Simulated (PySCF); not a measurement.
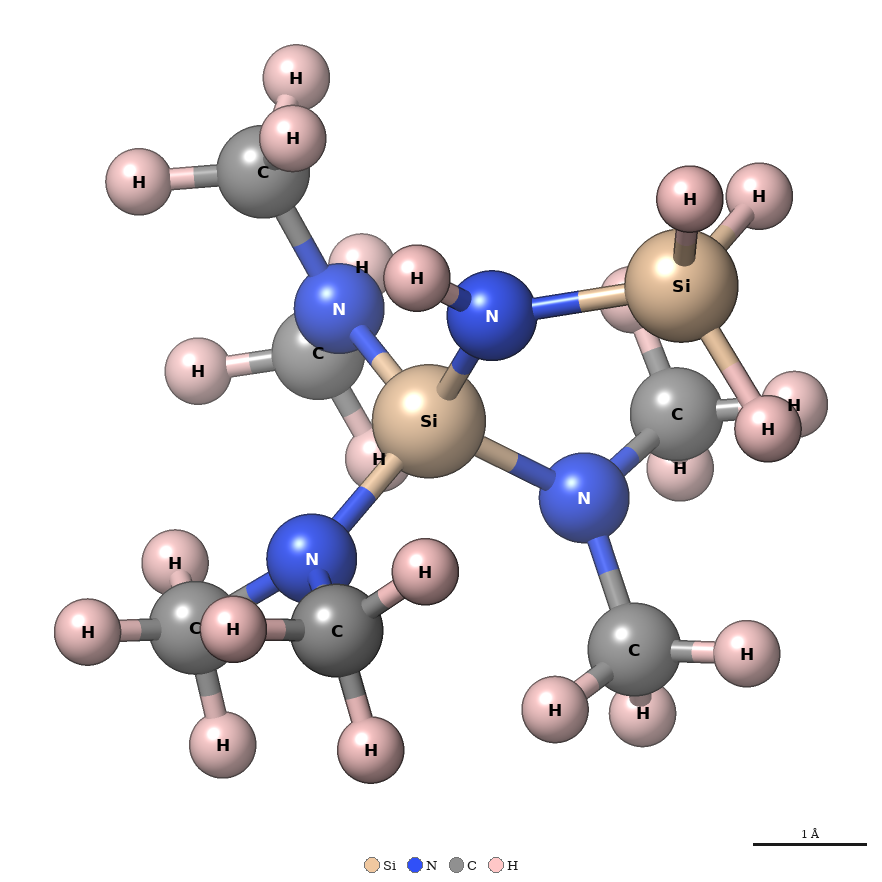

Distant atoms are faded towards the background colour. The geometry was computed by an optimisation with PBE0-D3(BJ)/def2-SVP. No frequency run is at hand to confirm it as a minimum. Masses are those of the most abundant isotopes; constants are for the rigid equilibrium geometry.

Question: What kind of rotor is it, and what are its rotational constants in MHz?

Answer: An asymmetric top (C1): A = 726, B = 609, C = 546 MHz. Ray's parameter κ is −0.30, nearer the prolate limit.
